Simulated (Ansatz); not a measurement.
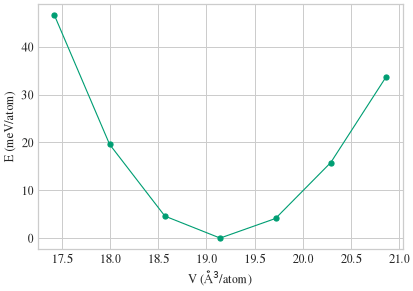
MgCdS2 in space group P4/mmm (No. 123; Mg on 1d, Cd on 1a, S on 1b, S on 1c) under volume change, r²SCAN (plane waves, PAW; program Ansatz), shape and atoms relaxed at each volume.

Problem. What does a third-order Birch–Murnaghan fit give for V₀, B₀ and B′?

Solution. V₀ = 19.14 Å³/atom, B₀ = 81.4 GPa, B′ = 4.4.

The first step of the workflow began from a Materials Project structure, measured or hypothetical; the Crystallography Open Database copy checked does not list it. With Mg and Cd taken as one species the cell has the higher symmetry Fm-3m, so it may be an ordered model of a mixed-site phase. Its standing as an ambient phase is unchecked. Symmetry was held in the r²SCAN relaxation; of distortions, only those at the zone centre were tested.

Potentials: the later of the program's two PAW sets.
